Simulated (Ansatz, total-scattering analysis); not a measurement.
## Isotope substitution on H in aqueous KF

Two samples of aqueous KF (30 H2O, 3 K+ and 3 F-; O 31.2, H 62.5, K 3.1, F 3.1 atom %; 330 K, fixed volume (mean pressure -0.8 GPa); ρ₀ = 0.0971 Å⁻³) differ only in the isotope of H: D (b = 6.6681 fm) and H (b = -3.7395 fm). Other lengths: O 5.8037, K 3.67, F 5.654 fm. The data are simulated by ab initio molecular dynamics with Ansatz (LDA, plane waves, PAW default files, Langevin thermostat, no spin, fixed volume, H with the mass of D). The average runs over 0.60 ps of 96 atoms, so shells between rare elements are rough. Mean temperature 345 K, largest m.s.d. 1.26 Å², energy drift -12 meV an atom (last third less first), Langevin friction 10 ps⁻¹; the first quarter of the run is discarded. Start: last frame of a classical run of this cell at the same density and temperature. So short a stretch relaxes bonds and nearest shells but still remembers its start. It is a liquid as far as so short a run tells. LDA overbinds hydrogen bonds, so O–O contacts come out short and the liquid too structured. The potential energy falls by 12 meV an atom from the first to the last third of the average, so the sample is relaxing or ordering and this is no equilibrium average. The partials come from the cell's reciprocal vectors below 4 Å⁻¹ and from g(r) above; absorption, incoherent and inelastic scattering are left out. F(Q) = Σ ci cj bi bj (Sij − 1), in barn per steradian and atom:

| Q (Å⁻¹) | 2H | 1H | difference |
| --- | --- | --- | --- |
| 0.9 | -0.146 | -0.182 | 0.036 |
| 1.2 | -0.024 | -0.188 | 0.164 |
| 1.5 | 0.011 | -0.194 | 0.205 |
| 1.8 | 0.203 | -0.191 | 0.394 |
| 2.1 | 0.205 | -0.174 | 0.380 |
| 2.4 | 0.113 | -0.136 | 0.248 |
| 2.7 | -0.028 | -0.066 | 0.037 |
| 3.0 | -0.049 | 0.066 | -0.114 |
| 3.3 | -0.099 | 0.121 | -0.220 |
| 3.6 | -0.097 | 0.090 | -0.187 |
| 3.9 | -0.076 | 0.039 | -0.115 |
| 4.2 | -0.045 | -0.008 | -0.037 |
| 4.5 | -0.027 | -0.003 | -0.024 |
| 4.8 | -0.038 | 0.029 | -0.067 |
| 5.1 | -0.056 | 0.055 | -0.111 |
| 5.4 | -0.056 | 0.061 | -0.117 |
| 5.7 | -0.042 | 0.047 | -0.089 |
| 6.0 | -0.028 | 0.020 | -0.048 |
| 6.3 | -0.014 | -0.009 | -0.005 |
| 6.6 | 0.003 | -0.028 | 0.030 |
| 6.9 | 0.017 | -0.031 | 0.047 |
| 7.2 | 0.024 | -0.025 | 0.049 |
| 7.5 | 0.033 | -0.022 | 0.054 |
| 7.8 | 0.051 | -0.025 | 0.075 |
| 8.1 | 0.068 | -0.029 | 0.097 |
| 8.4 | 0.071 | -0.030 | 0.101 |
| 8.7 | 0.058 | -0.026 | 0.084 |
| 9.0 | 0.039 | -0.017 | 0.056 |
| 9.3 | 0.017 | -0.005 | 0.022 |
| 9.6 | -0.005 | 0.009 | -0.014 |
| 9.9 | -0.025 | 0.019 | -0.044 |
| 10.2 | -0.040 | 0.024 | -0.064 |
| 10.5 | -0.051 | 0.024 | -0.075 |
| 10.8 | -0.057 | 0.022 | -0.079 |

The first difference in real space, ΔG(r), in barn (from the pair functions, so without the broadening of a finite Q range):

```csv
r (Å),first difference G(r)
0.50,-0.391
0.58,-0.391
0.66,-0.391
0.74,-0.391
0.82,-0.391
0.90,-0.321
0.98,5.198
1.06,1.708
1.14,-0.323
1.22,-0.383
1.30,-0.361
1.38,-0.274
1.46,-0.050
1.54,0.300
1.62,0.415
1.70,0.149
1.78,-0.080
1.86,-0.165
1.94,-0.191
2.02,-0.169
2.10,-0.154
2.18,-0.180
2.26,-0.191
2.34,-0.195
2.42,-0.216
2.50,-0.217
2.58,-0.219
2.66,-0.197
2.74,-0.131
2.82,-0.059
2.90,0.004
2.98,0.083
3.06,0.119
3.14,0.138
3.22,0.146
3.30,0.114
3.38,0.069
3.46,0.039
3.54,0.036
```

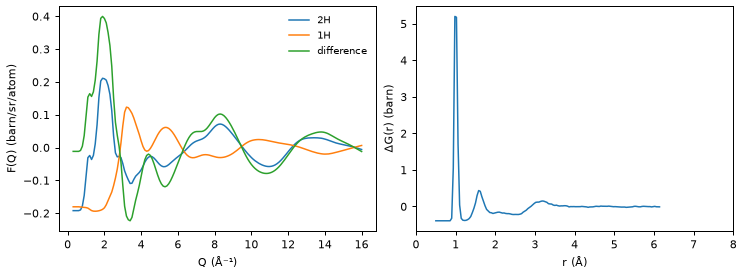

Q: What does the difference say of the neighbours of H?

Pairs without H cancel. ΔG(r) = Σ W [g(r) − 1] with W = 2 c(H) c(j) b(j) Δb, and c(H)² (b₁² − b₂²) for H–H: H–O 0.2359, H–H 0.1191, H–K 0.0149, H–F 0.0230 barn. At small r, ΔG → −ΣW = -0.393; in this finite cell the H–H term carries (N − 1)/N with N = 60 atoms of H, which gives -0.391.

The first feature, at 1.00 Å, is H–O. n = 4πρ₀ c(O)/W ∫ r² [ΔG − ΔG(0)] dr up to 1.26 Å gives 1.0 O around each H; the coordinates give 1.00 up to 1.26 Å.

Shells of H from the coordinates: O–H at 1.00 Å, 1.0 neighbours to 1.26 Å; H–F at 1.60 Å, 0.2 neighbours to 2.30 Å; H–H at 1.60 Å, 1.1 neighbours to 1.84 Å, a soft count; H–K at 3.23 Å, 0.9 neighbours to 4.20 Å, a soft count (first peaks with a usable minimum only). Counts average over all H, whatever molecule they sit on, and second peaks of a pair (H two bonds away, hydrogen bonds) add features between 1.5 and 2.5 Å that aren't listed. The structure is taken to be the same for both isotopes, which holds least well for H and D.

[Logs are printed without paths, hosts, clocks, repeated set-up lines and the standing remarks that a program may print on its own settings, such as how far it seeks lower states.]
